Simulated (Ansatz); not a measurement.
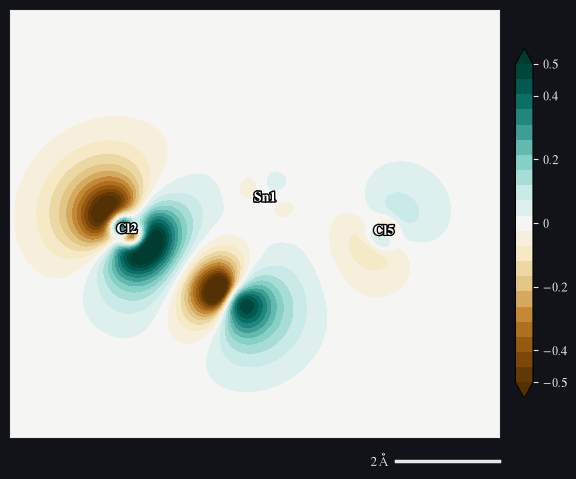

Cl₂H₃OSn (doublet). One frontier orbital on the plane of atoms Cl2, Sn1 and Cl5 (values in Å⁻³ᐟ²; the overall sign is arbitrary).

Core potentials replace the inner electrons of Sn.

These are results of Ansatz, UKS r2SCAN-D4/def2-SVP, not measurements.

```yaml
atoms:
  - { symbol: Sn, position_ang: [-0.1764, 0.0680, 0.8074] }
  - { symbol: Cl, position_ang: [1.6740, 0.4198, 2.8306] }
  - { symbol: H, position_ang: [0.9971, -0.8724, 0.0226] }
  - { symbol: H, position_ang: [-0.3841, 1.7446, 0.7332] }
  - { symbol: Cl, position_ang: [-2.2103, -0.8399, -0.0272] }
  - { symbol: O, position_ang: [-0.5503, -0.4970, 2.7768] }
  - { symbol: H, position_ang: [-0.1783, -1.3711, 2.9924] }
```

Q: Which orbital is it: HOMO (β) or LUMO (β)?

A: The LUMO (β), at −5.61 eV. It lies mainly on Cl2 (about 55 %) and O6 (about 40 %).
